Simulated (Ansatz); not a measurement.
**What a change does: single-point calculation on F₂**

System: F₂.
Method of run A: RKS SPW92 (LDA)/def2-TZVPD (Ansatz 0.2.0).

Text and figures count atoms from 1; the logs count them from 0 in places.

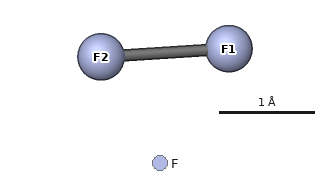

Figure 1. The structure (ball-and-stick view, seen at a tilt; atoms are numbered from 1 in the order of the input). Bond lengths as drawn: F–F 1.38 Å.

The input, run A:
```yaml
crystal:
  periodic: [false, false, false]
  atoms:
    - { symbol: F, position_ang: [-0.569233, 0.281525, -1.325803] }
    - { symbol: F, position_ang: [0.524148, -0.343585, -1.898485] }
basis:
  gaussian: { orbitals: def2-TZVPD }
hamiltonian:
  xc: lda
output:
  forces: true
```

Launched with:
```bash
ansatz run input.yaml --threads 1 --pin off --max-ram 2560MiB --backend cpu --events-out ev --progress --plain --runs-dir out
```

Hardware: 1 thread of Arm Neoverse N1, 98 GiB of memory available, shared host.

Output (run A):
```
Engine: ansatz 0.2.0, aarch64-unknown-linux-gnu
Functional definition: SPW92
  exchange = slater_x
  correlation = pw_c
394 factors; their error is unknown
mean field evaluation 1: about -5396.6690 eV, gradient 1.7e1 eV
mean field evaluation 2: about -5396.8112 eV, gradient 1.1e1 eV
mean field evaluation 4: about -5396.9619 eV, gradient 8.2e-1 eV
mean field evaluation 8: about -5396.9585 eV, gradient 1.6e-3 eV
mean field -5396.95849104 eV, -198.3345663560 hartree, gradient 5.7e-6 eV, S^2 0.000000; 0 other end points of the search recorded, 0 dependent functions left out
the calculation of the forces begins
reference -5396.95853054 eV, -198.3345678075 hartree; 9, 9 occupied and 71, 71 virtual orbitals, 394 factors
Total energy: -5396.95853054 eV, -198.3345678075 hartree
Atom 0 at    -0.569233     0.281525    -1.325803 Å, force    -0.012825     0.007332     0.006717 eV/Å
Atom 1 at     0.524148    -0.343585    -1.898485 Å, force     0.012825    -0.007332    -0.006717 eV/Å
Dipole moment:     0.000000    -0.000000    -0.000000 e Å
```

For run B the input was changed thus:
```diff
-    - { symbol: F, position_ang: [-0.569233, 0.281525, -1.325803] }
-    - { symbol: F, position_ang: [0.524148, -0.343585, -1.898485] }
+    - { symbol: F, position_ang: [-0.117335, 0.090633, 0.932196] }
+    - { symbol: F, position_ang: [0.16242, -0.028575, 2.291992] }
```

How does run B compare with run A?

With the same method and basis, run B lies 0.04 kcal/mol higher. The largest force goes from 0.016 to 0.362 eV/Å.

Output (run B):
```
Engine: ansatz 0.2.0, aarch64-unknown-linux-gnu
Functional definition: SPW92
  exchange = slater_x
  correlation = pw_c
394 factors; their error is unknown
mean field evaluation 1: about -5396.6746 eV, gradient 1.7e1 eV
mean field evaluation 2: about -5396.8136 eV, gradient 1.1e1 eV
mean field evaluation 4: about -5396.9602 eV, gradient 8.2e-1 eV
mean field evaluation 8: about -5396.9568 eV, gradient 2.0e-3 eV
mean field -5396.95677438 eV, -198.3345032698 hartree, gradient 5.7e-6 eV, S^2 0.000000; 0 other end points of the search recorded, 0 dependent functions left out
the calculation of the forces begins
reference -5396.95681383 eV, -198.3345047194 hartree; 9, 9 occupied and 71, 71 virtual orbitals, 394 factors
Total energy: -5396.95681383 eV, -198.3345047194 hartree
Atom 0 at    -0.117335     0.090633     0.932196 Å, force     0.072592    -0.030932     0.352844 eV/Å
Atom 1 at     0.162420    -0.028575     2.291992 Å, force    -0.072592     0.030932    -0.352844 eV/Å
Dipole moment:     0.000000    -0.000000     0.000000 e Å
```

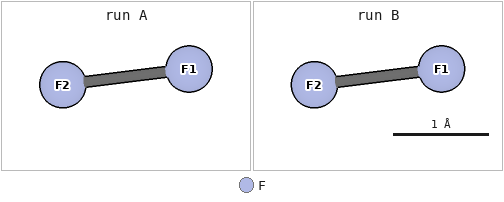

Figure 2. The two input geometries at one scale (ball-and-stick view, seen at a tilt). The largest moves after the best rigid fit, 0.005 Å, are those of F1 and F2. Among the contacts that change: F1–F2 1.384 → 1.393 Å.

The two runs side by side:

| quantity | run A | run B |
| --- | --- | --- |
| outcome | converged | converged |
| total energy (hartree) | −198.334568 | −198.334505 |
| largest force (eV/Å) | 0.016 | 0.362 |
| basis functions | 80 | 80 |
| wall time (shared host) | 0.75 s | 0.76 s |
